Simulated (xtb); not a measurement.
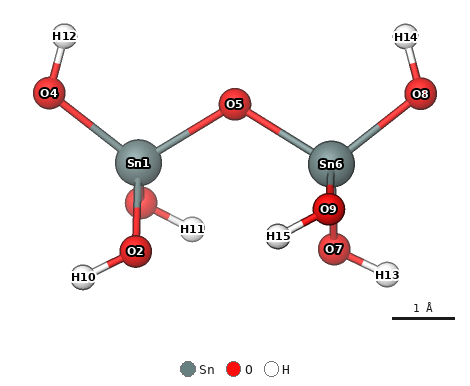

Figure 1. The input geometry (ball-and-stick view, seen at a tilt; atoms are numbered from 1 in the order of the input). Sticks mark near contacts.

## Frequency calculation of Sn₂H₆O₇ (part 1 of 2)

The run: frequency calculation of Sn₂H₆O₇ ([(OH)3Sn]2O). Method and program: GFN2-xTB (xtb 6.7.1).

The geometry was optimised with GFN2-xTB.

### Input (input.xyz)
```
15
start
Sn     1.154593    -0.976902     0.625586
O      1.977011    -0.217402    -0.891476
O      0.465870    -2.649675     0.196587
O      2.364534    -1.057019     2.035582
O     -0.184776     0.268509     1.095936
Sn    -1.213519     1.063073    -0.273860
O     -1.579264    -0.357834    -1.457910
O     -2.791949     1.675823     0.495195
O     -0.301265     2.411548    -1.171541
H      2.846583    -0.567615    -1.095117
H     -0.294631    -2.618025    -0.392664
H      2.035503    -0.665631     2.849418
H     -2.315875    -0.205545    -2.053335
H     -2.761869     1.721037     1.454784
H      0.599064     2.175639    -1.417175
```

### File .CHRG
```
0
```

### File .UHF
```
0
```

### File input.inp
```
$hess
   sccacc=0.3
$end
```

Launch command:
```bash
xtb input.xyz --gfn 2 --hess --input input.inp | tee xtb.out
```

### The program's output
```
* xtb version 6.7.1
   ID    Z sym.   atoms
    1   50 Sn     1, 6
    2    8 O      2-5, 7-9
    3    1 H      10-15

           -------------------------------------------------
          |                Calculation Setup                |
           -------------------------------------------------

          program call               : xtb input.xyz --gfn 2 --hess --input input.inp
          coordinate file            : input.xyz
          omp threads                :                     1

           -------------------------------------------------
          |                 G F N 2 - x T B                 |
           -------------------------------------------------

      * Hamiltonian:
        H0-scaling (s, p, d)           1.850000    2.230000    2.230000
        zeta-weighting                 0.500000
      * Dispersion:
        s8                             2.700000
        a1                             0.520000
        a2                             5.000000
        s9                             5.000000
      * Repulsion:
        kExp                           1.500000    1.000000
        rExp                           1.000000
      * Coulomb:
        alpha                          2.000000
        third order                    shell-resolved
        anisotropic                    true
        a3                             3.000000
        a5                             4.000000
        cn-shift                       1.200000
        cn-exp                         4.000000
        max-rad                        5.000000

          ...................................................
          :                      SETUP                      :
          :.................................................:
          :  # basis functions                  54          :
          :  # atomic orbitals                  52          :
          :  # shells                           26          :
          :  # electrons                        56          :
          :  max. iterations                   250          :
          :  Hamiltonian                  GFN2-xTB          :
          :  restarted?                      false          :
          :  GBSA solvation                  false          :
          :  PC potential                    false          :
          :  electronic temp.          300.0000000     K    :
          :  accuracy                    1.0000000          :
          :  -> integral cutoff          0.2500000E+02      :
          :  -> integral neglect         0.1000000E-07      :
          :  -> SCF convergence          0.1000000E-05 Eh   :
          :  -> wf. convergence          0.1000000E-03 e    :
          :  Broyden damping             0.4000000          :
          :  net charge                          0          :
          :  unpaired electrons                  0          :
          ...................................................

 iter      E             dE          RMSdq      gap      omega  full diag
   1    -26.4128592 -0.264129E+02  0.369E+01    4.38       0.0  T
   2    -27.8342741 -0.142141E+01  0.201E+01   12.61       1.0  T
   3    -35.8526678 -0.801839E+01  0.558E+00    4.87       1.0  T
   4    -35.7194780  0.133190E+00  0.669E+00    5.10       1.0  T
   5    -35.7890136 -0.695355E-01  0.310E+00    5.19       1.0  T
   6    -35.8661676 -0.771541E-01  0.110E+00    5.46       1.0  T
   7    -35.8697242 -0.355658E-02  0.837E-01    5.46       1.0  T
   8    -35.8741987 -0.447449E-02  0.913E-02    5.44       1.0  T
   9    -35.8742240 -0.252431E-04  0.604E-02    5.44       1.0  T
  10    -35.8742757 -0.517478E-04  0.248E-02    5.43       1.0  T
  11    -35.8742754  0.300010E-06  0.257E-02    5.43       1.0  T
  12    -35.8742797 -0.428412E-05  0.379E-03    5.43       6.8  T
  13    -35.8742798 -0.108569E-06  0.886E-04    5.43      29.2  T
  14    -35.8742798 -0.430638E-08  0.680E-05    5.43     379.8  T

   *** convergence criteria satisfied after 14 iterations ***

         #    Occupation            Energy/Eh            Energy/eV
      -------------------------------------------------------------
         1        2.0000           -0.8893936             -24.2016
       ...           ...                  ...                  ...
        22        2.0000           -0.4885782             -13.2949
        23        2.0000           -0.4850156             -13.1979
        24        2.0000           -0.4826561             -13.1337
        25        2.0000           -0.4811356             -13.0924
        26        2.0000           -0.4793440             -13.0436
        27        2.0000           -0.4787233             -13.0267
        28        2.0000           -0.4770107             -12.9801 (HOMO)
        29                         -0.2773281              -7.5465 (LUMO)
        30                         -0.2399582              -6.5296
        31                         -0.0885972              -2.4109
        32                         -0.0755057              -2.0546
        33                         -0.0660624              -1.7977
       ...                                ...                  ...
        52                          0.7977784              21.7087
      -------------------------------------------------------------
                  HL-Gap            0.1996826 Eh            5.4336 eV
             Fermi-level           -0.3771694 Eh          -10.2633 eV

 SCC (total)                   0 d,  0 h,  0 min,  0.122 sec
 SCC setup                      ...        0 min,  0.004 sec (  3.097%)
 Dispersion                     ...        0 min,  0.000 sec (  0.133%)
 classical contributions        ...        0 min,  0.000 sec (  0.043%)
 integral evaluation            ...        0 min,  0.010 sec (  7.948%)
 iterations                     ...        0 min,  0.081 sec ( 66.341%)
 molecular gradient             ...        0 min,  0.027 sec ( 22.215%)
 printout                       ...        0 min,  0.000 sec (  0.194%)

         :::::::::::::::::::::::::::::::::::::::::::::::::::::
         ::                     SUMMARY                     ::
         :::::::::::::::::::::::::::::::::::::::::::::::::::::
         :: total energy             -35.744628388180 Eh    ::
         :: gradient norm              0.000034691581 Eh/a0 ::
         :: HOMO-LUMO gap              5.433640743581 eV    ::
         ::.................................................::
         :: SCC energy               -35.874217337517 Eh    ::
         :: -> isotropic ES            0.152127146856 Eh    ::
         :: -> anisotropic ES         -0.040524323573 Eh    ::
         :: -> anisotropic XC         -0.014434636409 Eh    ::
         :: -> dispersion             -0.012519269451 Eh    ::
         :: repulsion energy           0.129588949337 Eh    ::
         :: add. restraining           0.000000000000 Eh    ::
         :: total charge              -0.000000000000 e     ::
         :::::::::::::::::::::::::::::::::::::::::::::::::::::

           -------------------------------------------------
          |                Numerical Hessian                |
           -------------------------------------------------
step length          :   0.00500
SCC accuracy         :   0.30000
Hessian scale factor :   1.00000
frozen atoms in %    :   0.00000    0
RMS gradient         :   0.00003
estimated CPU  time      0.05 min

writing file <hessian>.

 projected vibrational frequencies (cm⁻¹)
eigval :       -0.00    -0.00    -0.00     0.00     0.00     0.00
eigval :       31.51    36.58    57.75    87.03   100.36   117.27
eigval :      122.35   138.48   139.74   143.37   156.73   161.83
eigval :      174.00   180.12   196.75   199.24   250.38   291.84
eigval :      334.15   393.43   461.31   503.38   543.97   544.59
eigval :      571.34   574.72   575.58   837.75   839.85   851.25
eigval :      856.40   881.65   894.06  3545.09  3546.76  3568.13
eigval :     3572.47  3601.89  3603.75
           -------------------------------------------------
          |                Property Printout                |
           -------------------------------------------------

    * Orbital Energies and Occupations

         #    Occupation            Energy/Eh            Energy/eV
      -------------------------------------------------------------
         1        2.0000           -0.8893934             -24.2016
       ...           ...                  ...                  ...
        16        2.0000           -0.5260520             -14.3146
        17        2.0000           -0.5183668             -14.1055
        18        2.0000           -0.5162475             -14.0478
        19        2.0000           -0.5114673             -13.9177
        20        2.0000           -0.4998865             -13.6026
        21        2.0000           -0.4935891             -13.4312
        22        2.0000           -0.4885780             -13.2949
        23        2.0000           -0.4850155             -13.1979
        24        2.0000           -0.4826560             -13.1337
        25        2.0000           -0.4811355             -13.0924
        26        2.0000           -0.4793439             -13.0436
        27        2.0000           -0.4787231             -13.0267
        28        2.0000           -0.4770105             -12.9801 (HOMO)
        29                         -0.2773279              -7.5465 (LUMO)
        30                         -0.2399580              -6.5296
        31                         -0.0885968              -2.4108
        32                         -0.0755054              -2.0546
        33                         -0.0660620              -1.7976
        34                         -0.0590542              -1.6069
        35                         -0.0572295              -1.5573
        36                         -0.0394809              -1.0743
        37                         -0.0266178              -0.7243
        38                         -0.0128193              -0.3488
        39                          0.0188952               0.5142
       ...                                ...                  ...
        52                          0.7977787              21.7087
      -------------------------------------------------------------
                  HL-Gap            0.1996826 Eh            5.4336 eV
             Fermi-level           -0.3771692 Eh          -10.2633 eV

     #   Z          covCN         q      C6AA      α(0)
     1  50 Sn       3.883     0.573   304.351    31.808
     2   8 O        1.581    -0.476    22.423     6.390
     3   8 O        1.582    -0.425    21.389     6.241
     4   8 O        1.582    -0.456    22.014     6.331
     5   8 O        1.552    -0.510    23.187     6.496
     6  50 Sn       3.883     0.573   304.351    31.808
     7   8 O        1.581    -0.476    22.425     6.390
     8   8 O        1.582    -0.456    22.015     6.332
     9   8 O        1.582    -0.425    21.389     6.241
    10   1 H        0.846     0.337     0.615     1.229
    11   1 H        0.862     0.353     0.576     1.189
    12   1 H        0.864     0.350     0.581     1.194
    13   1 H        0.846     0.337     0.615     1.229
    14   1 H        0.864     0.350     0.581     1.194
    15   1 H        0.862     0.353     0.576     1.189

 Mol. C6AA /au·bohr⁶  :       5143.272212
 Mol. C8AA /au·bohr⁸  :     302924.796473
 Mol. α(0) /au        :        115.261304

Wiberg/Mayer (AO) data.
largest (>0.10) Wiberg bond orders for each atom

 ---------------------------------------------------------------------------
     #   Z sym  total        # sym  WBO       # sym  WBO       # sym  WBO
```
